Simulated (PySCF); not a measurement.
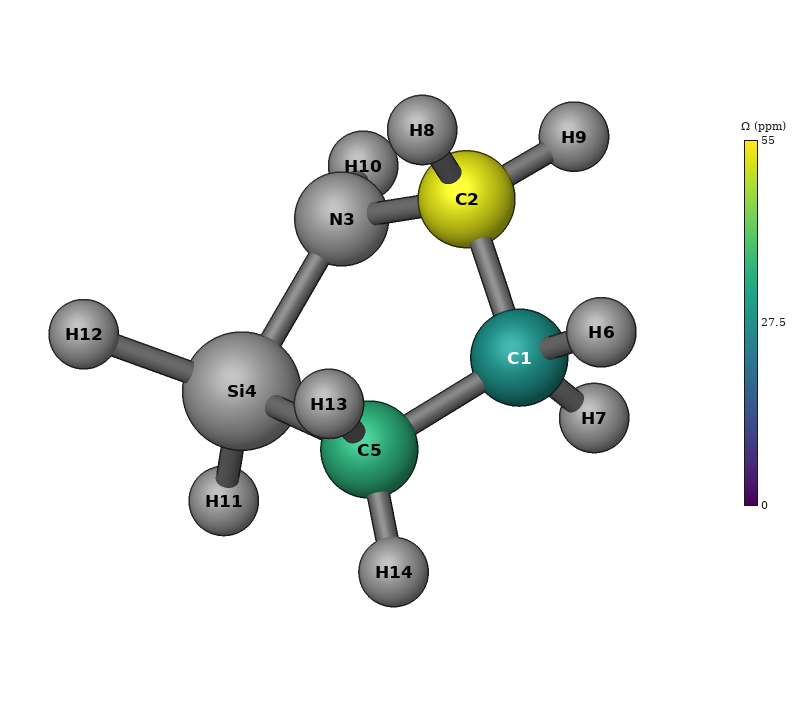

The C atoms are coloured by the span of their shielding tensor. Geometry: a frame of a GFN2-xTB molecular-dynamics simulation, not a minimum. Level of theory: GIAO PBE0/pcSseg-1 NMR shielding, non-relativistic, gas phase (PySCF 2.14.0). Principal shieldings σ11 ≤ σ22 ≤ σ33, span Ω = σ33 − σ11, skew κ = 3(σiso − σ22)/Ω.

**Which C atom has the most anisotropic shielding?**

C2, with a span of 52 ppm.

Give the shielding tensors of the C atoms.

```tsv
atom	σ11	σ22	σ33	σiso	Ω	κ
C1	141.0	151.4	169.3	153.9	28.3	0.27
C2	105.4	134.1	157.8	132.4	52.5	−0.09
C5	156.3	172.8	191.9	173.7	35.6	0.07
```

Shieldings and span in ppm.
